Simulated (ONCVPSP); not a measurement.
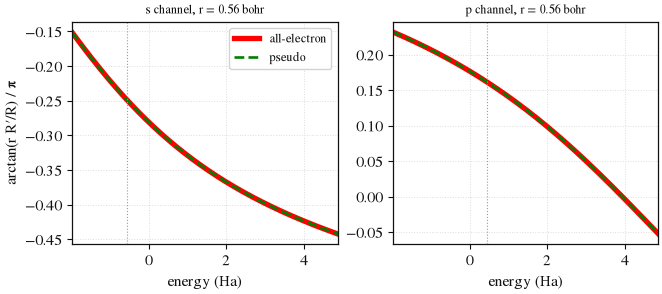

Fig. 1: Unwrapped phase arctan(r R′/R) in units of π against energy, all-electron (solid) and pseudo (dashed); the pseudo phase is matched to the all-electron one at the reference energy. Here R(r) is the radial function. The dotted line marks the reference energy of the channel. Not drawn: d: not judged; f: not judged.

- Range over which the phases agree within 0.05 rad: s: over the whole range drawn; p: over the whole range drawn.
- Ghost states: the plot shows none: the two phases stay within 0.01 rad of each other in all channels drawn. The separate test gives: no bound ghost flagged; no localised positive-energy state flagged.
- Poles, where the radial function vanishes at the test radius: s: all-electron at no energy in the range, pseudo at no energy in the range; p: all-electron at no energy in the range, pseudo at no energy in the range.

**Pseudopotential generation, with input and output: He**

System: helium (He, Z = 2), core none, reference valence 1s2, valence charge 2.
Method: ONCV potential, PBEsol, scalar-relativistic, made with ONCVPSP 4.0.1.

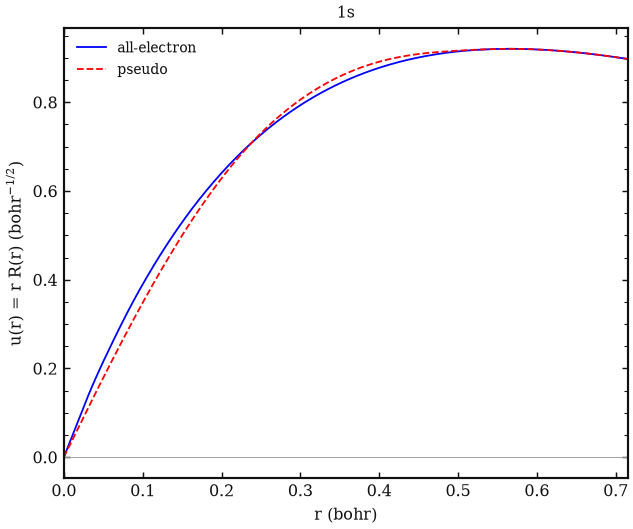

Fig. 2: Pseudo-waves (dashed) against the all-electron radial functions (solid). Reference configuration 1s2.

- Matching radii: 1s at 0.55 bohr. The curves merge smoothly, so the plot gives these only roughly.
- Nodes of the pseudo-waves: 1s has no node.
- Cutoffs needed: 66 Ha (loose) and 159 Ha (tight), as the cutoffs at which the residual kinetic energy of the hardest occupied pseudo-wave falls to 1 and 0.1 mHa per electron.

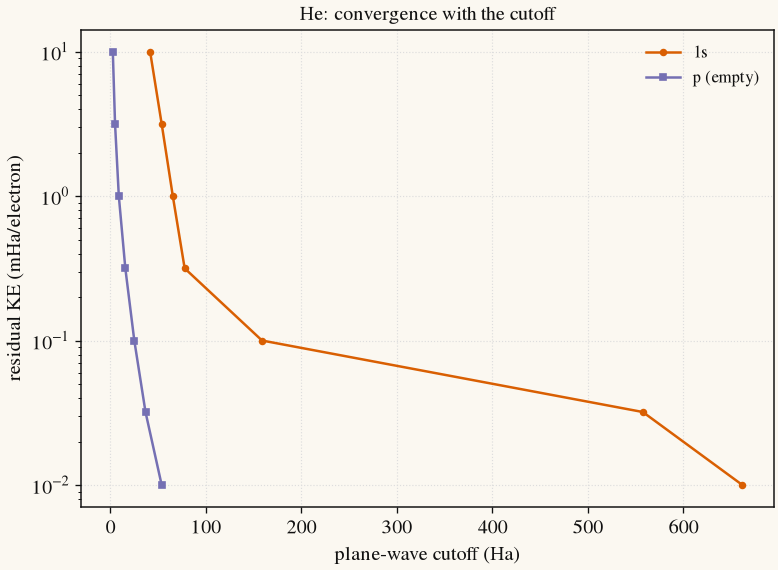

Fig. 3: Residual kinetic energy of the pseudo-waves (the first of each channel, and further valence shells) beyond the plane-wave cutoff, as the generator prints it.

- Hardest wave at 1 mHa per electron: 1s, with rc = 0.55 bohr and qcut = 12.5 1/bohr. The optimisation minimises, but can't always remove, the kinetic energy above qcut²/2 = 78.1 Ha, and a larger rc would as a rule soften the wave at some cost in transferability.
- Cutoffs for the occupied states: 66 Ha for 1 mHa and 159 Ha for 0.1 mHa per electron. The first is set by 1s.
- Cutoffs for 1 mHa per electron: 1s: 66 Ha; p (empty): 9.1 Ha.

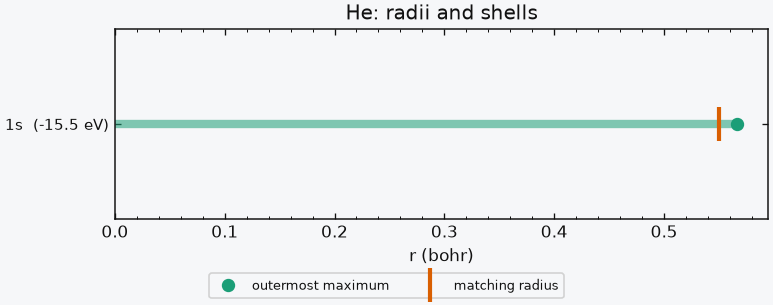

Fig. 4: Outer shells of the all-electron reference atom: each bar runs from the outermost node (or the nucleus) to the outermost maximum of u(r); the tick is the radius chosen for the pseudo-wave. Shells without a tick have no pseudo-wave of their own. Levels, nodes and maxima are from ld1.x, scalar-relativistic.

- Radii against the shells: 1s: 0.55 bohr, inside the maximum.

These pictures come from the run below.

### Input
```
# ATOM AND REFERENCE CONFIGURATION
# atsym  z   nc   nv     iexc    psfile
  He 2.00    0    1  -116133      upf
#
#   n    l    f
    1    0    2.00
#
# PSEUDOPOTENTIAL AND OPTIMIZATION
# lmax
    1
#
#   l,   rc,      ep,       ncon, nbas, qcut
    0    0.55    0.00    3    8   12.50
    1    0.55    0.46    4    8    7.40
#
# LOCAL POTENTIAL
# lloc, lpopt,  rc(5),   dvloc0
    1    5    0.55    0.00
#
# VANDERBILT-KLEINMAN-BYLANDER PROJECTORs
# l, nproj, debl
    0    2    1.50
    1    0    2.00
#
# MODEL CORE CHARGE
# icmod, fcfact, rcfact
    0    0.00    0.00
#
# LOG DERIVATIVE ANALYSIS
# epsh1, epsh2, depsh
   -2.00    5.00    0.02
#
# OUTPUT GRID
# rlmax, drl
    6.00    0.01
#
# TEST CONFIGURATIONS
# ncnf
    2
# nvcnf
#   n    l    f
    1
    1    0    1.00
#
    1
    1    0    1.50
#
```

Command:
```bash
oncvpsp.x < He.dat > He.out
```

### Log (extracts)
```
ONCVPSP  (Optimized Norm-Conservinng Vanderbilt PSeudopotential)
scalar-relativistic version 4.0.1

#   n    l    f        energy (Ha)
    1    0    2.00    -5.6958129E-01

Reference configufation results
  iterations    21
  all-electron total energy (Ha)   -2.85785548D+00

Begin loop to  construct optimized pseudo wave functions
and semi-local pseudopoentials for all angular momenta

   Wellstate for l =  0  n =  2
     eigenvalue =   0.9304
     asymptotic potential =   1.4304
     half-point radius =  2.5412

Calculating optimized projector #   1

 for l=   0

    Fraction of norm inside rc  0.281133
    Optimizing pswf for qcut=  12.54 a_B^-1,  ecut=  78.57 Ha
    Residual kinetic energy error=  3.00D-04 Ha

    Energy error per electron        Cutoff
         Ha          eV             Ha
         0.01000     0.27211       41.80
         0.00100     0.02721       65.58
         0.00010     0.00272      158.99
         0.00001     0.00027      661.84

Calculating optimized projector #   2

 for l=   0

    Fraction of norm inside rc  0.081318
    Optimizing pswf for qcut=  12.54 a_B^-1,  ecut=  78.57 Ha
    Residual kinetic energy error=  1.18D-04 Ha

    Energy error per electron        Cutoff
         Ha          eV             Ha
         0.01000     0.27211       31.70
         0.00100     0.02721       57.49
         0.00010     0.00272       80.16
         0.00001     0.00027      379.61

   Wellstate for l =  1  n =  2
     eigenvalue =   0.4600
     asymptotic potential =   0.9600
     half-point radius =  3.6528

Calculating optimized projector #   1

 for l=   1

    Fraction of norm inside rc  0.002890
    Optimizing pswf for qcut=   7.37 a_B^-1,  ecut=  27.15 Ha
    Residual kinetic energy error=  8.05D-05 Ha

    Energy error per electron        Cutoff
         Ha          eV             Ha
         0.01000     0.27211        2.77
         0.00100     0.02721        9.06
         0.00010     0.00272       25.27
         0.00001     0.00027       53.92

Construct Vanderbilt / Kleinmman-Bylander projectors

B matrix Hermiticity error, ll=   0
   1   2    4.4858E-05

  Orthonormal projector coefficients -1.6940E+01 -8.3246E+00

Pseudoatom total energy   -2.855420

Diagnostic tests using Vanderbilt-Kleinman-Bylander pseudopotentials
  1 or more projectors used as specified by nproj input data

   l    rcore       rmatch      e in        delta e   norm test  slope test

   0   0.5513508   0.5680910  -0.5695813  -0.0001190   0.9999719   0.9781945
   0   0.5513508   0.5680910   0.9304187  -0.0003233   1.0000990   1.0000990

   1   0.5513508   0.5680910   0.4600000   0.0000244   1.0000005   1.0000005

 Testing for bound ghosts
   n   l    E NL Schr. Eq   E Basis Diag.   E Cutoff

   1   0       -0.569700       -0.246002    857.25

 Testing for highly-localized positive-energy ghosts
       l    <radius>/rc     E Basis Diag.   E Cutoff

Test configuration 0

   n   l     f        eae           eps        diff
   1   0  2.0000   -0.56958129   -0.56970030   -1.19D-04

    Total energies and differences
      AE_ref= -2.85785548D+00  AE_tst= -2.85785548D+00  dif=  0.00D+00
      PS_ref= -2.85541992D+00  PS_tst= -2.85541992D+00  dif= -6.22D-15
      PSP excitation error=  6.22D-15

Test configuration 1

   n   l     f        eae           eps        diff
   1   0  1.0000   -1.42014362   -1.41933221    8.11D-04

    Total energies and differences
      AE_ref= -2.85785548D+00  AE_tst= -1.88055741D+00  dif=  9.77D-01
      PS_ref= -2.85541992D+00  PS_tst= -1.87831882D+00  dif=  9.77D-01
      PSP excitation error=  1.97D-04

Test configuration 2

   n   l     f        eae           eps        diff
   1   0  1.5000   -0.96843876   -0.96831402    1.25D-04

    Total energies and differences
      AE_ref= -2.85785548D+00  AE_tst= -2.47585661D+00  dif=  3.82D-01
      PS_ref= -2.85541992D+00  PS_tst= -2.47340746D+00  dif=  3.82D-01
      PSP excitation error= -1.36D-05
```

### Key numbers

- outcome: generated
- cutoffs needed: 66 Ha and 159 Ha (the cutoffs at which the residual kinetic energy of the hardest occupied pseudo-wave falls to 1 and 0.1 mHa per electron)
- ghost test: no bound ghost flagged; no localised positive-energy state flagged
- largest excitation error: +5.4 meV (all-electron minus pseudo) for 1s1, out of 2 test configurations
- range over which the phases arctan(r R′/R) at the test radius agree within 0.05 rad (a looser test near the poles than one of phase shifts): s: over the whole range computed; p: over the whole range computed; d: not judged, local potential alone; f: not judged, local potential alone
- hardware: 1 CPU thread, shared host
- wall time: 2.5 s
